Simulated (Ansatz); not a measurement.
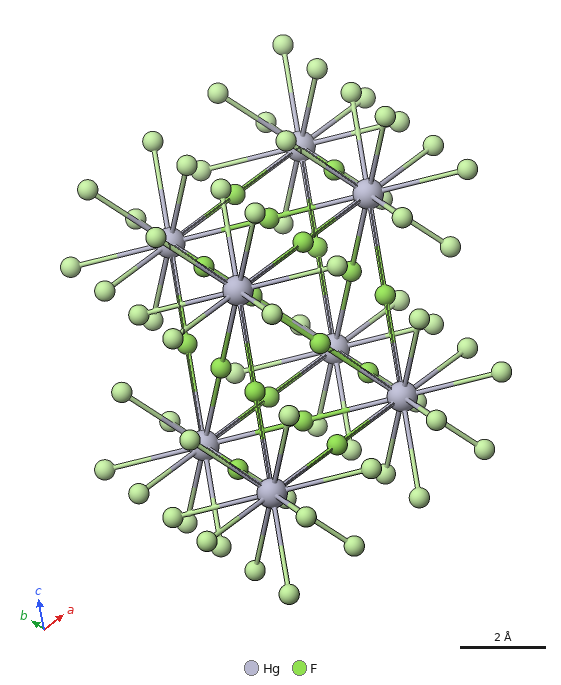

Crystal structure, ball-and-stick style, seen slightly off an axis. The simulation cell is drawn as a box. Bonds that leave the box are completed with the atoms at their other ends, in fainter colours.

The program read this input:
```yaml
crystal:
  lattice:
    - [0.0, 3.5432207584, 3.5432207584]
    - [3.5432207584, 0.0, 3.5432207584]
    - [3.5432207584, 3.5432207584, 0.0]
  atoms:
    - { symbol: Hg, position: [0.0, 0.0, 0.0] }
    - { symbol: F, position: [0.5, 0.5, 0.0] }
    - { symbol: F, position: [0.5, 0.0, 0.5] }
    - { symbol: F, position: [0.0, 0.0, 0.5] }
    - { symbol: F, position: [0.0, 0.5, 0.0] }
    - { symbol: F, position: [0.0, 0.5, 0.5] }
    - { symbol: F, position: [0.5, 0.0, 0.0] }
basis:
  ecutwfc: 420
kpoints:
  mp_grid: { grid: [10, 10, 10] }
  band_path:
    path:
      - [[0.0, 0.0, 0.0], [0.5, 0.0, 0.5], [0.625, 0.25, 0.625]]
      - [[0.375, 0.375, 0.75], [0.0, 0.0, 0.0], [0.5, 0.5, 0.5], [0.5, 0.25, 0.75], [0.5, 0.0, 0.5]]
    npoints: 14
hamiltonian:
  xc: pbe
scf:
  occupations: { method: gaussian, width: 0.1 }
  n_extra_bands: 17
output:
  forces: true
  stress: true
  eigenvalues: true
  populations: true
  dos: { projected: true, de: 0.02, nscf_kmesh: { grid: [12, 12, 12] } }
  bader: true
  write_density: true
  write_potential: true
  elf: true
  volumetric_format: npy
```
Run as:
```sh
ansatz run input.yaml --threads 1 --pin off --max-ram 2048MiB --backend cpu --events-out ev --progress --plain --runs-dir out
```

The numbers come from Ansatz, DFT PBE, scalar-relativistic, plane waves, PAW, using a basis cut at 420 eV, a 10×10×10 grid in reciprocal space, Gaussian smearing of 0.1 eV, no spin polarisation.

What does a Bader analysis give?

Answer. Hg +1.48 e; F -0.25 e.

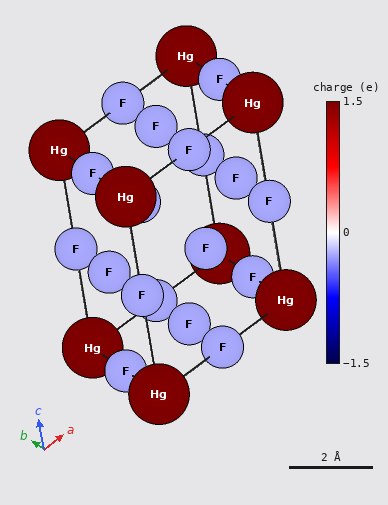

The atoms coloured by those charges.

It derives from a structure type filled with these elements by a generator (whether the compound takes this form wasn't checked). Earlier steps of the study may have refined or changed the cell and positions. An electronic-structure calculation with Ansatz was run on it.
